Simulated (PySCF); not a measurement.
# [Bi(mal)]2+: other functionals and bases at one geometry

How far do other levels of theory move the description of [Bi(mal)]2+, and what does each cost? The structure is generated, not taken from experiment.

Method: several levels, as the steps say, no spin–orbit coupling; program: PySCF 2.14.0.

1 further run of the same task is left out (for a known fault of the program).

**1. The system as given**

9 atoms, charge 2, spin multiplicity 1.

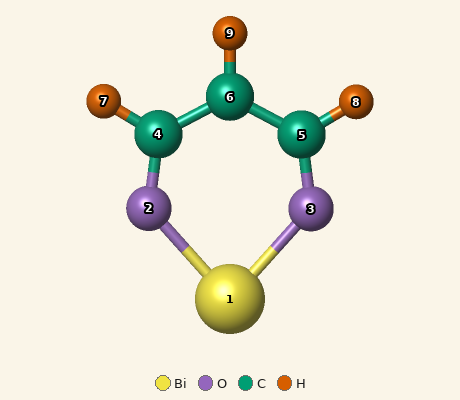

The geometry (bismuth yellow, oxygen purple, carbon teal, hydrogen orange); atoms are numbered from 1 in the order of the file.

As a file:

```
Bi    0.00000    0.00000   -0.45946
O     1.40046    0.00000    1.10822
O    -1.40046    0.00000    1.10822
C     1.23583    0.00000    2.39384
C    -1.23583    0.00000    2.39384
C     0.00000    0.00000    3.04901
H     2.18058    0.00000    2.96257
H    -2.18058    0.00000    2.96257
H     0.00000    0.00000    4.14397
```

Formal oxidation states: Bi +3. Ligands: mal is a β-dialdehyde anion (malondialdehyde). An earlier session relaxed this geometry at PBE0, Bi def2-SVP with ECP60, O def2-SVP, C def2-SVP, H def2-SVP (singlet, point group C2v).

At PBE0 on the finer grid: E = -479.973378 Eh, HOMO -18.16 eV, LUMO -14.80 eV, Mulliken charge on Bi1 +1.73 e, largest force component 0.005 eV/Å. 

Levels to run: TPSSh; TPSS; PBE0, TZVP. Hardware: 2 threads of Intel Xeon Platinum 8488C (Sapphire Rapids), shared host.

**2. TPSSh**

run.py (the lines that set the calculation)

```python
mol = gto.M(atom='''
Bi     0.00000     0.00000    -0.45946
O      1.40046     0.00000     1.10822
O     -1.40046     0.00000     1.10822
C      1.23583     0.00000     2.39384
C     -1.23583     0.00000     2.39384
C      0.00000     0.00000     3.04901
H      2.18058     0.00000     2.96257
H     -2.18058     0.00000     2.96257
H      0.00000     0.00000     4.14397''',
    basis={'Bi': 'def2-SVP', 'O': 'def2-SVP', 'C': 'def2-SVP', 'H': 'def2-SVP'},
    ecp={'Bi': 'def2-SVP'},
    charge=2, spin=0)
mf = dft.RKS(mol, xc='TPSSH')
mf.grids.atom_grid = (75, 302)
mf = mf.density_fit()  # fitting sets: Bi def2-universal-JKFIT, O def2-universal-JKFIT, C def2-universal-JKFIT, H def2-universal-JKFIT
mf.conv_tol = 1e-08; mf.max_cycle = 55
mf.kernel(dm0)  # dm0: the density of the relaxed state
```

On the command line:

```bash
$ OMP_NUM_THREADS=2 python run.py
```

**3. TPSS**

Edit run.py (the lines that set the calculation) of step 2 so:

```diff
@@ -13,3 +13,3 @@
     charge=2, spin=0)
-mf = dft.RKS(mol, xc='TPSSH')
+mf = dft.RKS(mol, xc='TPSS')
 mf.grids.atom_grid = (75, 302)
```

**4. PBE0, TZVP**

Basis: Bi def2-TZVP with ECP60, O def2-TZVP, C def2-TZVP, H def2-TZVP. 

Edit run.py (the lines that set the calculation) of step 3 so:

```diff
@@ -10,6 +10,6 @@
 H      0.00000     0.00000     4.14397''',
-    basis={'Bi': 'def2-SVP', 'O': 'def2-SVP', 'C': 'def2-SVP', 'H': 'def2-SVP'},
-    ecp={'Bi': 'def2-SVP'},
+    basis={'Bi': 'def2-TZVP', 'O': 'def2-TZVP', 'C': 'def2-TZVP', 'H': 'def2-TZVP'},
+    ecp={'Bi': 'def2-TZVP'},
     charge=2, spin=0)
-mf = dft.RKS(mol, xc='TPSS')
+mf = dft.RKS(mol, xc='PBE0')
 mf.grids.atom_grid = (75, 302)
@@ -17,2 +17,2 @@
 mf.conv_tol = 1e-08; mf.max_cycle = 55
-mf.kernel(dm0)  # dm0: the density of the relaxed state
+mf.kernel(dm0)  # dm0: free metal ions and neutral atoms
```

**Question.** What will these runs give? Wanted: for each run, HOMO; gap; charge on Bi1; dipole; largest force.

The runs gave:

| level | state | HOMO (eV) | gap (eV) | charge on Bi1 (e) | dipole (D) | largest force (eV/Å) | basis functions | time |
| --- | --- | --- | --- | --- | --- | --- | --- | --- |
| PBE0 (relaxed here) | singlet | -18.16 | 3.36 | 1.73 | 5.55 | 0.01 | 111 | 20 s |
| TPSSh | singlet | -17.64 | 2.56 | 1.68 | 5.86 | 0.43 | 111 | 11 s |
| TPSS | singlet | -17.32 | 2.00 | 1.64 | 6.08 | 0.72 | 111 | 12 s |
| PBE0, TZVP | singlet | -18.03 | 3.33 | 1.61 | 5.71 | 1.37 | 223 | 23 s |

Times are on 2 threads of Intel Xeon Platinum 8488C (Sapphire Rapids), shared host; the first row also made further properties. The dipole of a charged species depends on the origin, so these sizes hold for this origin alone.

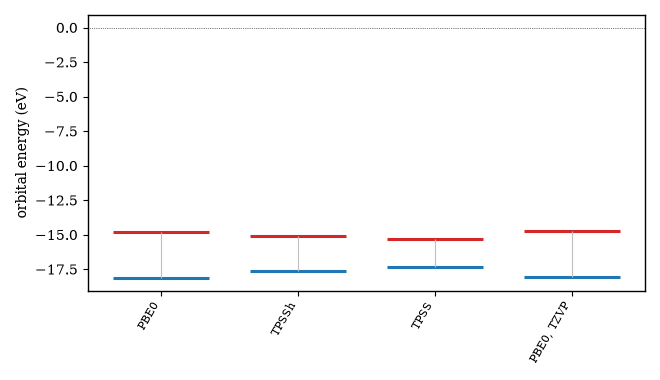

Highest filled and lowest empty level, method by method.

In one basis the HOMO–LUMO gap runs from 2.00 eV (TPSS) to 3.36 eV (PBE0). The largest leftover force, 1.37 eV/Å with PBE0, TZVP, stands at a geometry relaxed at another level. The Mulliken charge on Bi spans +1.61 to +1.73 e over the levels. Total energies of different levels can't be compared. Spin–orbit coupling is left out throughout.
